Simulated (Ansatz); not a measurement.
# Computed energy over volume and axial ratio: GaN (zinc blende)

GaN (zinc blende)

Space group F-43m (No. 216); a = b = c = 4.5485 Å, α = β = γ = 90.00°

```csv
atom,site,symmetry,x,y,z
N,4d,-43m,0.7500,0.7500,0.7500
Ga,4a,-43m,0.0000,0.0000,0.0000
```
(The calculation used a cell of 2 atoms; values per cell refer to that cell.)

Two coordinates are scanned: the volume, and the ratio of the stretch along z (the conventional c axis) to the stretch across it. Atoms keep their fractional coordinates.

The numbers are results of PBE (plane waves to 420 eV, PAW, scalar-relativistic; Ansatz, a first-principles code), not measurements. k mesh 12×12×12 (Γ-centred), Fermi-Dirac smearing 0.05 eV. E stands for the smeared free energy. GaN was relaxed with its symmetry unable to fall. The zero of ΔE is the relaxed starting cell.

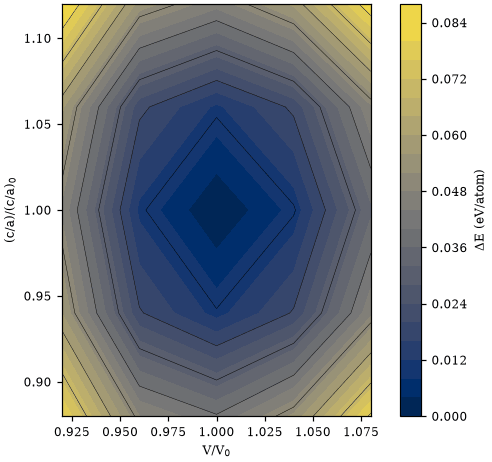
ΔE (eV/atom) over the 5×5 grid of computed points.

The shear modulus C′ = (C11 − C12)/2 (fit, atoms clamped) is 61 GPa. Highest place on the grid: V/V₀ = 0.920, (c/a)/(c/a)₀ = 1.120 (87.4 meV/atom). Lowest place on the grid: V/V₀ = 1.000, (c/a)/(c/a)₀ = 1.000 (0.0 meV/atom).

Near the relaxed cell σzz − σxx = −2Cδ (compression positive), C being this modulus and δ the logarithm of the ratio.

(A scan under strain: stresses follow from slopes of the energy per volume, elastic moduli from its curvatures.)
